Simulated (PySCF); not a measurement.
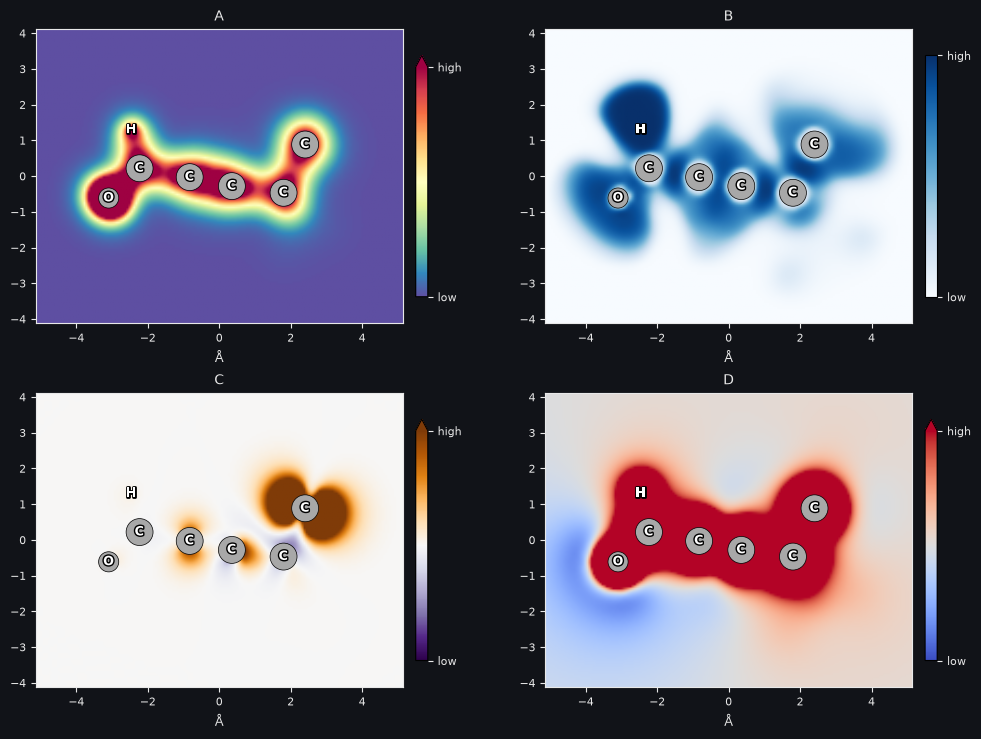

C₆H₇O (doublet): 4 fields on the plane of atoms C1, C2 and C4, with unlabelled colour scales. Grey discs cover the atomic cores.

Geometry: GFN2-xTB.

The calculation used PySCF, UKS B3LYP, pcH-1 on C H O, non-relativistic, mean-field spin-orbit, GIAO.

Which field does each panel show? The fields are: electron density, electron localisation function, electrostatic potential and spin density.

Panel A: electron density. Panel B: electron localisation function. Panel C: spin density (confined to the atoms that carry the unpaired spin). Panel D: electrostatic potential (strongly positive close to the atoms, with negative regions outside electron-rich atoms). From the grid: C–O (1.20 Å): ρ is about 3.3 e/Å³ halfway; the ELF peaks at about 0.85 between the atoms: a short, multiple covalent bond. C–C (1.21 Å): the density is about 2.7 e/Å³ at the midpoint; the ELF peaks at about 0.85 between the atoms; a multiple bond.
